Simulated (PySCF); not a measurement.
**NMR shielding calculation, with input and output: C$_{4}$H$_{3}$F$_{3}$**

C$_{4}$H$_{3}$F$_{3}$, computed with GIAO CAM-B3LYP/3-21G NMR shielding, non-relativistic, gas phase (PySCF 2.14.0).

The geometry comes from this level: GFN2-xTB. It belongs to a series of runs on one base structure; here: CAM-B3LYP/3-21G; level_shift 0.3. Figures and captions count atoms from 1; the log counts them from 0 in places.

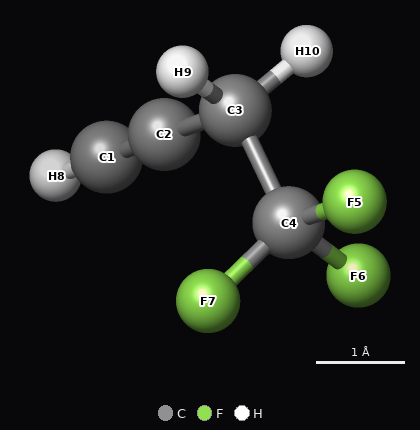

The input geometry (ball-and-stick view, seen at a tilt; atoms are numbered from 1 in the order of the input). Bond lengths as drawn: C–C 1.20 to 1.52 Å, C–F 1.34 Å and C–H 1.05 to 1.09 Å.

Results in brief

| quantity | value |
| --- | --- |
| outcome | converged |
| total energy | −451.065874 hartree |
| HOMO | −9.57 eV |
| LUMO | 2.54 eV |
| dipole moment | 2.01 D |
| isotropic shielding, C | 83.4 to 181.2 ppm |
| isotropic shielding, F | 297.7 to 302.0 ppm |
| isotropic shielding, H | 30.5 to 31.3 ppm |
| hardware | 1 CPU thread, shared host |
| wall time | 7.5 s |
| peak memory | 0.55 GiB |

Settings chosen away from the usual ones: CAM-B3LYP/3-21G; level_shift 0.3.

Input
```
{"job": {"kind": "nmr", "xc": "CAM-B3LYP", "basis": "3-21G", "pop": true, "scf": {"level_shift": 0.3}}, "charge": 0, "multiplicity": 1}
C      2.280055     0.080035     0.067215
C      1.155780    -0.289349     0.235874
C     -0.221187    -0.700324     0.428555
C     -1.161424     0.481999     0.247887
F     -2.442684     0.115921     0.428328
F     -1.088875     1.017291    -0.977274
F     -0.922433     1.469954     1.119335
H      3.271997     0.388155    -0.077250
H     -0.366389    -1.095267     1.437774
H     -0.495957    -1.463760    -0.304207
```

The first line tells a small driver script what to run in PySCF; the rest is the geometry in Å.

Run as:
```bash
OMP_NUM_THREADS=1 python <driver script> task.json out
```

Log
```
final grid: 95760 points
cycle   1  E = -450.8168009340  dE =  1.182e+00  |g| = 1.054e+00  |ddm| = 3.422e+00
cycle   2  E = -450.9649967597  dE = -1.482e-01  |g| = 8.319e-01  |ddm| = 1.860e+00
cycle   3  E = -451.0597928977  dE = -9.480e-02  |g| = 1.703e-01  |ddm| = 4.854e-01
cycle   4  E = -451.0656488550  dE = -5.856e-03  |g| = 3.049e-02  |ddm| = 1.686e-01
cycle   5  E = -451.0658598390  dE = -2.110e-04  |g| = 4.984e-03  |ddm| = 4.969e-02
cycle   6  E = -451.0658723742  dE = -1.254e-05  |g| = 1.728e-03  |ddm| = 1.406e-02
cycle   7  E = -451.0658737208  dE = -1.347e-06  |g| = 6.539e-04  |ddm| = 4.445e-03
cycle   8  E = -451.0658739338  dE = -2.130e-07  |g| = 2.182e-04  |ddm| = 1.538e-03
cycle   9  E = -451.0658739624  dE = -2.858e-08  |g| = 7.582e-05  |ddm| = 5.645e-04
cycle  10  E = -451.0658739665  dE = -4.055e-09  |g| = 3.469e-05  |ddm| = 1.974e-04
cycle  11  E = -451.0658739672  dE = -7.849e-10  |g| = 1.338e-05  |ddm| = 7.074e-05
level shift removed, Fock matrix diagonalised once more
converged SCF energy = -451.0658739672

GIAO shielding tensors (ppm)
atom      isotropic    diamagn.    paramagn.     s11        s22        s33       span
  0 C      137.961     270.610    -132.650     72.980     79.237    261.665    188.685
  1 C      139.374     264.906    -125.532     62.304     63.441    292.378    230.074
  2 C      181.194     242.658     -61.465    164.802    177.211    201.569     36.767
  3 C       83.412     239.096    -155.684     80.317     84.937     84.983      4.666
  4 F      302.011     470.226    -168.215    238.812    305.182    362.039    123.228
  5 F      297.713     473.062    -175.348    238.937    302.572    351.631    112.693
  6 F      297.798     472.032    -174.234    239.048    302.855    351.489    112.441
  7 H       31.319      30.386       0.933     26.513     26.563     40.881     14.368
  8 H       30.499      28.681       1.818     25.682     29.802     36.014     10.332
  9 H       30.499      28.363       2.136     25.692     29.803     36.002     10.311
```

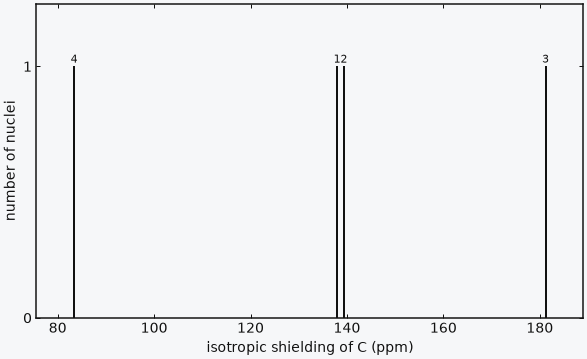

Isotropic shieldings of the carbon nuclei in this fixed geometry, labelled by atom number; shielding grows to the right, so chemical shift grows to the left. The least shielded is C4 (83.4 ppm), the most shielded C3 (181.2 ppm).

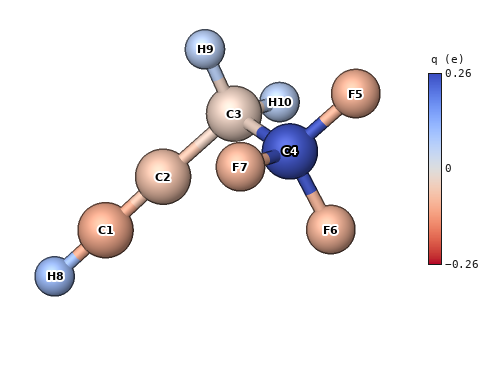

Hirshfeld charges, as the colour of each atom (ball-and-stick view, seen at a tilt; atoms are numbered from 1 in the order of the input). By element: C −0.10 to +0.25, F −0.09 and H +0.06 to +0.10 e.
